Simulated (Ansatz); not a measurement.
## Electronic structure of CH$_{3}$ClOS$_{2}$W in real space

Input file:

```
crystal:
  periodic: [false, false, false]
  atoms:
    - {symbol: C, position_ang: [0.870845, -1.378087, -0.165178]}
    - {symbol: O, position_ang: [0.357552, -0.219004, 0.439047]}
    - {symbol: W, position_ang: [-0.738554, 1.229959, 0.229165]}
    - {symbol: S, position_ang: [-2.679671, 0.529176, -0.262595]}
    - {symbol: S, position_ang: [-0.018239, 2.380648, -1.401419]}
    - {symbol: Cl, position_ang: [-0.807151, 2.483662, 2.106111]}
    - {symbol: H, position_ang: [1.524363, -1.877306, 0.551953]}
    - {symbol: H, position_ang: [1.441743, -1.105460, -1.056151]}
    - {symbol: H, position_ang: [0.049113, -2.043578, -0.440932]}
basis:
  gaussian: {orbitals: def2-TZVPP}
hamiltonian: {xc: pbe0, dispersion: d4}
output: {orbitals: {seedname: orbitals}}
```

Run with:

```sh
ansatz run in.yaml --threads 4 --pin off --events-out ev --progress --plain --max-ram 11315MiB
```

Geometry: PBE0-D4/def2-TZVP; core potentials replace the inner electrons of W.

Method: Ansatz 0.2.0, RKS PBE0-D4/def2-TZVPP.

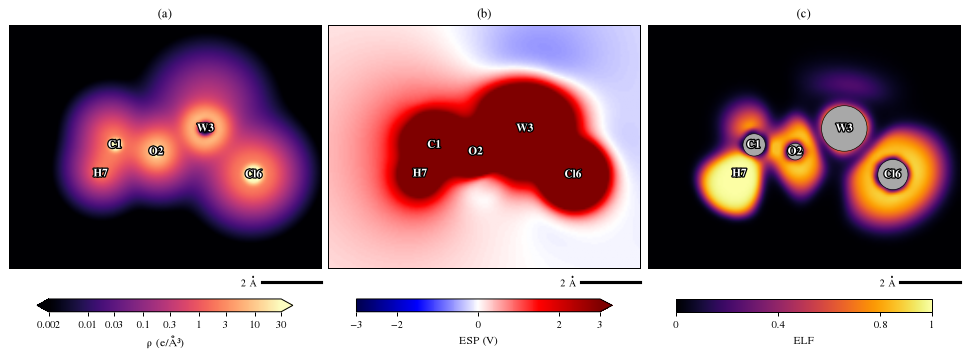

Figure 1. (a) electron density; (b) molecular electrostatic potential; (c) ELF on the plane of atoms O2, W3 and Cl6. Grey discs cover the atomic cores in the ELF map.

Q: What does the map show?

A:
- Atoms in the plane: C, O, W, Cl and H.
- C–O (1.40 Å): ρ is about 2 e/Å³ halfway, with its minimum of 1.7 e/Å³ about 0.5 Å from C; the ELF peaks at about 0.85 between the atoms, as expected for a shared but strongly polarised pair.
- W–O (1.83 Å): ρ at the midpoint is about 1.3 e/Å³; the ELF peaks at about 0.80 in the valence shell of O, 0.5 Å from its nucleus, and drops to about 0.30 between the two atoms.
- W–Cl (2.26 Å): ρ at the midpoint is about 0.78 e/Å³; the ELF peaks at about 0.85 in the valence shell of Cl, 0.8 Å from its nucleus, and is about 0.45 at the midpoint.
- C–H (1.09 Å): ρ at the midpoint is about 2.1 e/Å³; the ELF climbs to about 1 towards the hydrogen, as it does in any bond to H: a covalent bond by its length.
- Outside the dense part of the molecule the potential is most negative (−0.6 V) near S4, which lies off the plane.

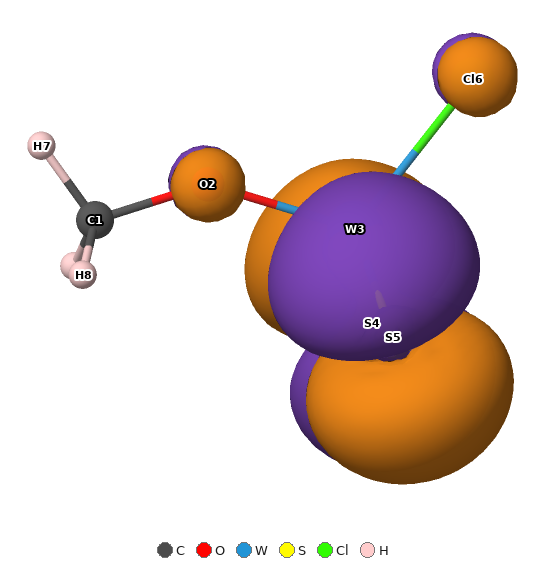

Figure 2. The HOMO at ±0.08 Å⁻³ᐟ² (orange and purple are the two phases), seen across its widest extent.

Q: Describe this orbital and give its energy.

A: It lies mainly on S5 (about 45 %), S4 (about 45 %) and W3 (about 10 %); largely a combination of lone pairs on S5 and S4. Its energy is −7.22 eV.
